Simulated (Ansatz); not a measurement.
**Cl2FGe···H2 (doublet): density, localisation and related maps**

Input file:

```
crystal:
  periodic: [false, false, false]
  atoms:
    - { symbol: Ge, position_ang: [0.0, 0.0, 0.0] }
    - { symbol: H, position_ang: [0.0, 0.0, 1.8] }
    - { symbol: Cl, position_ang: [2.0935, 0.0, -0.7393] }
    - { symbol: Cl, position_ang: [-1.0456, 1.8115, -0.7393] }
    - { symbol: F, position_ang: [-0.7913, -1.3709, -0.5594] }
    - { symbol: H, position_ang: [0.0, 0.0, 2.76] }
magnetization:
  spin_polarized: true
  initial_magnetization: 1
basis:
  gaussian: { orbitals: def2-SVP }
hamiltonian:
  xc: r2scan
relax:
  f_tol: 0.15
  max_steps: 25
  restrain:
    - { distance: [1, 5], at: 0.66, k: 30.0 }
    - { distance: [0, 1], at: 2.75, k: 30.0 }
output:
  orbitals: {}
```

Run with:

```sh
ansatz run input.yaml --threads 4 --pin off --max-ram 5120MiB --backend cpu --events-out ev --progress --plain --runs-dir out
```

The fields are those of the run's last geometry, not of the input's.

Not at a stationary point (largest force 1.8 eV/Å).

Theory: UKS r2SCAN/def2-SVP (Ansatz).

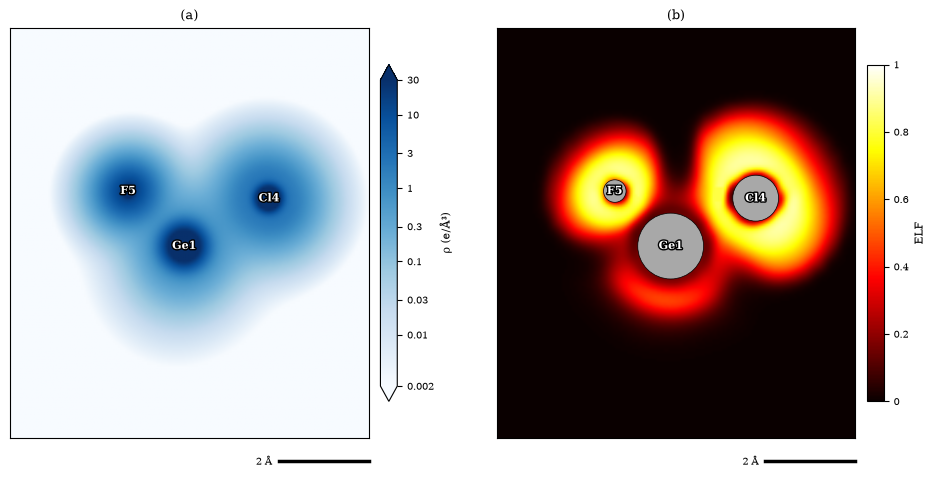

Figure 1. (a) electron density; (b) ELF on the plane of atoms Cl4, Ge1 and F5. Grey discs cover the atomic cores in the ELF map.

### Read the bonding off the picture.

- Atoms in the plane: Ge, Cl and F.
- Ge–F (1.74 Å): ρ is about 0.91 e/Å³ halfway; the ELF peaks at about 0.80 in the valence shell of F, 0.5 Å from its nucleus, and is about 0.25 at the midpoint.
- Ge–Cl (2.17 Å): ρ is about 0.7 e/Å³ halfway; the ELF peaks at about 0.80 in the valence shell of Cl, 0.8 Å from its nucleus, and is about 0.60 at the midpoint.
- The ELF also peaks beside Cl4 and F5, away from the bonds: non-bonding electrons, paired or unpaired.

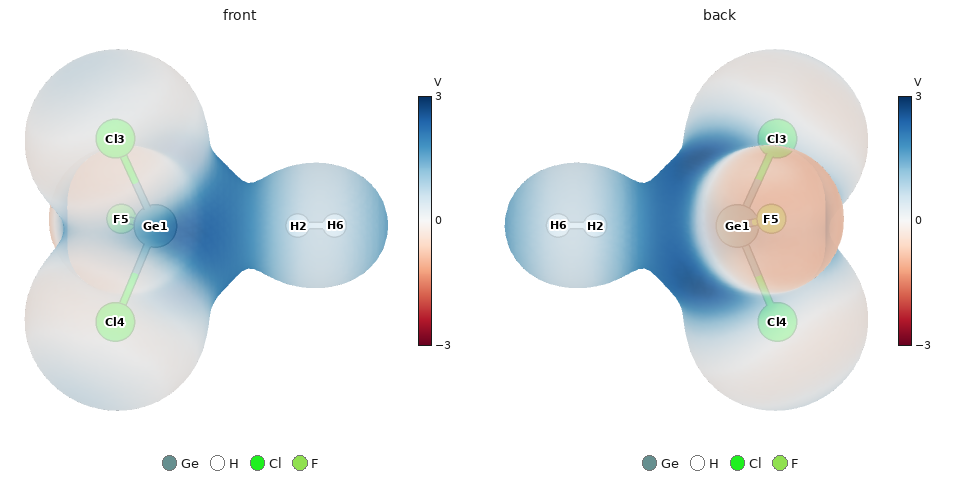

Figure 2. The molecular electrostatic potential painted on the density surface at 0.004 e/bohr³, seen from the front and from behind; red is negative and blue positive.

### Where is the surface potential most negative and most positive?

The most negative region (about −0.9 V, or −21 kcal/mol for a unit charge) lies over F5, the most positive (about +2.6 V, or +60 kcal/mol for a unit charge) over Ge1. Cl3 shows a σ-hole: about +0.5 V, or +12 kcal/mol for a unit charge at the tip opposite its bond, against about −0.1 V on its flanks. Cl4 shows a σ-hole: about +0.5 V, or +12 kcal/mol for a unit charge at the tip opposite its bond, against about −0.1 V on its flanks.

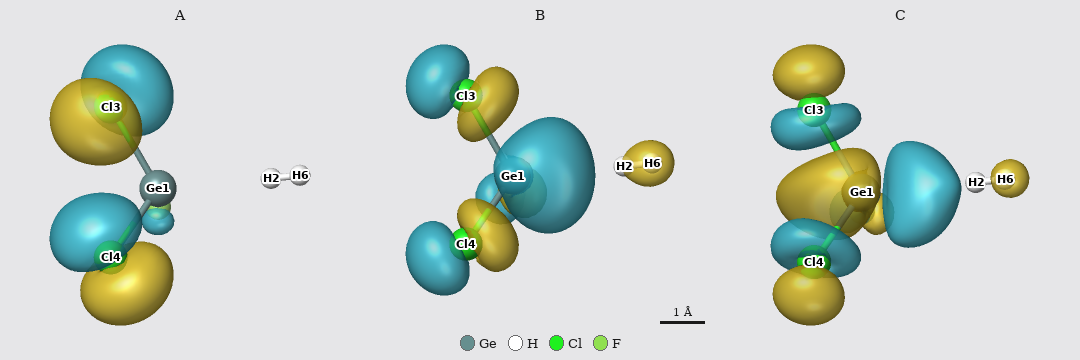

Figure 3. Three frontier orbitals at ±0.1 Å⁻³ᐟ² (yellow and cyan are the two phases), in no order.

### Order the three orbitals by energy and name them. All are α orbitals.

A is the HOMO−1 (α) (−8.51 eV). By Hirshfeld shares it lies mainly on Cl3 (about 45 %) and Cl4 (about 45 %); largely a combination of lone pairs on Cl3 and Cl4. B is the HOMO (α) (−6.95 eV). It lies mainly on Ge1 (about 45 %), Cl3 (about 20 %), Cl4 (about 20 %) and F5 (about 10 %). C is the LUMO (α) (−1.09 eV). Its weight (Hirshfeld) is mainly on Ge1 (about 50 %), Cl3 (about 20 %) and Cl4 (about 20 %).

### What is the gap between the highest occupied and lowest empty α orbitals?

5.86 eV between the orbital energies.
